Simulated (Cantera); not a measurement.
Charge: 1 mol SiO2, 1.2 mol C, 0.71 mol H2, equilibrated at 13.3 mbar.

Method: chemical equilibrium by Gibbs-energy minimisation in Cantera with the NASA 1993 tables (ideal gas, pure condensed phases). Candidate condensed phases: C, C6H6, C7H8, C8H18, H2O, Si, SiC, SiO2; 123 gas species. Mutual solubility and eutectic melting of coexisting phases are not modelled. The tables hold silica as quartz up to 1696 K and as liquid above; real silica turns to tridymite and cristobalite and melts near 1996 K. Gases not in the tables: Si2H6 and higher silanes. Kinetics and transport are ignored.

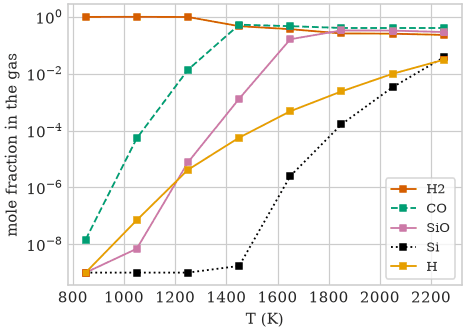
Equilibrium gas composition (values under 1e-9 drawn at 1e-9)

From 850 K to 1050 K the condensed part is C(graphite) + SiO2(β-quartz). At 1250 K the condensed part is C(graphite) + SiC(s) + SiO2(β-quartz). From 1450 K to 1650 K the condensed part is SiC(s) + SiO2(β-quartz). From 1850 K to 2250 K the condensed part is SiC(s).
